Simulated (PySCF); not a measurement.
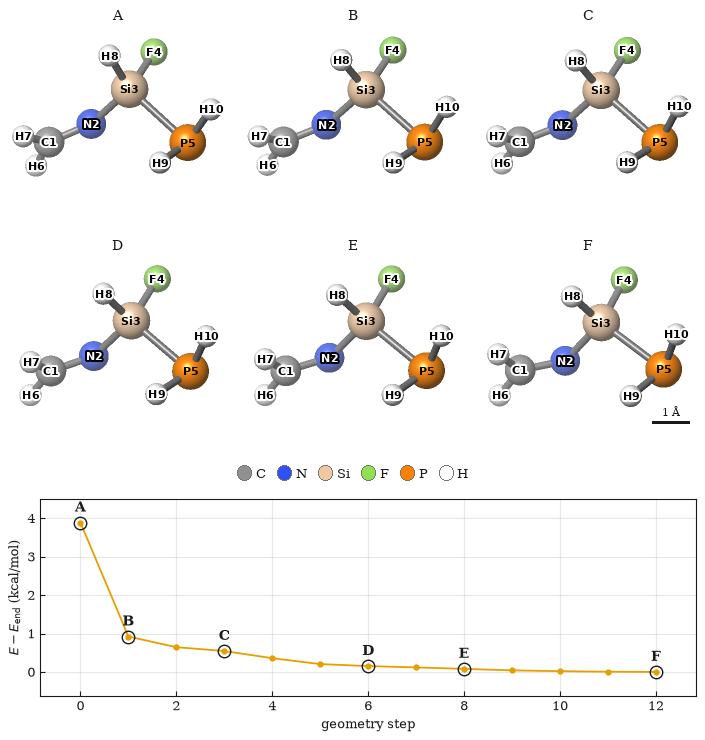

Frames of a relaxation of CH5FNPSi, marked on the history of the run. A ball-and-stick model, seen at a tilt.

The start comes from GFN2-xTB.

The calculation used PBE0-D3(BJ)/def2-SVP geometry optimisation, gas phase in PySCF 2.14.0, density-fitted response routines. 

Question: Describe the path.

Answer: After 12 geometry steps the energy has fallen by 3.88 kcal/mol. The largest move after the best rigid fit is that of H8, 0.36 Å. By element the largest moves are H 0.36 Å, N 0.25 Å, P 0.18 Å, Si 0.14 Å, C 0.07 Å, F 0.06 Å. Some distances before and after: P5–H10 1.386 → 1.431 Å, Si3–H8 1.460 → 1.496 Å, N2–Si3 1.711 → 1.744 Å, C1–H6 1.087 → 1.106 Å. Bond angles that change, for instance: C1–N2–Si3 137.9° → 124.4°, N2–Si3–H8 120.6° → 112.4°, N2–Si3–F4 102.6° → 107.6°. Cost: 51 s on 1 thread of Arm Neoverse V1, with other jobs on the host. From step 0 to 1: H8 moves most (0.15 Å), energy −2.96 kcal/mol. From step 1 to 3: H7 moves most (0.11 Å), energy −0.38 kcal/mol. From step 3 to 6: H7 moves most (0.15 Å), energy −0.39 kcal/mol. From step 6 to 8: H7 moves most (0.08 Å), energy −0.07 kcal/mol. From step 8 to 12: H7 moves most (0.17 Å), energy −0.08 kcal/mol.
